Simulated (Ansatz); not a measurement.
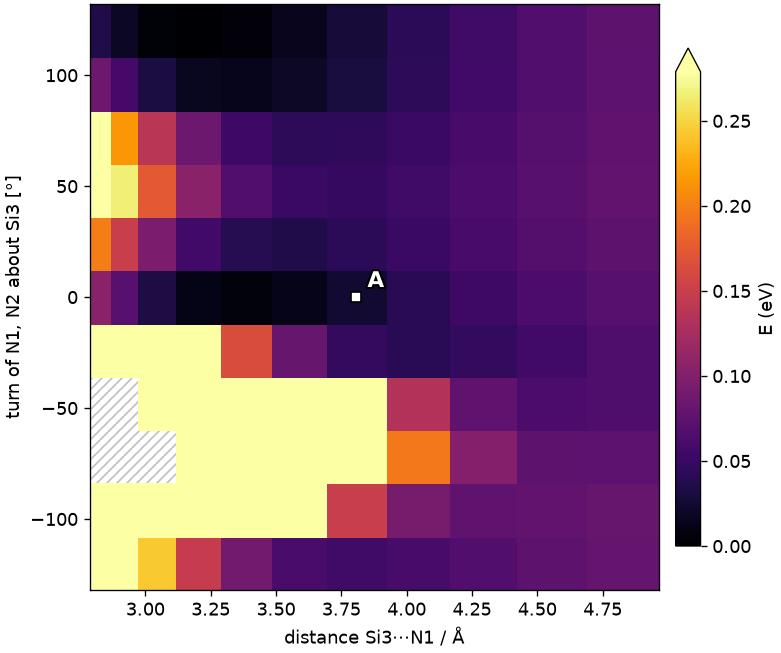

The pair N₂···FH₃Si. 
- The turn is about an axis along (0.76, −0.64, 0.12) in the frame of the relaxed pair, normal to the line between the partners.
- First axis: distance Si3···N1. Second axis: turn of N1, N2 about Si3.
- The scan uses an 11 × 11 grid. At 5 points there is no value.
- Points are written as (first, second).
- Energies are in eV, from the lowest grid point.
- Energies and slopes of some neighbouring points disagree (a jump in structure or state, or too coarse a mesh).
- Level of theory: RKS CAM-B3LYP-D4/def2-SVPD (Ansatz).

The picture shows one coloured cell a grid point, one colour for all values above the top of the scale, hatched blanks where no value was computed, the point A.

Is A at rest? If not, where is it pushed?

Answer. A, at (3.805 Å, 0°), is not a stationary point. The computed force is 0.063 eV for each Å towards smaller values of distance Si3···N1 and 0.0006 eV for each degree towards smaller values of turn of N1, N2 about Si3.
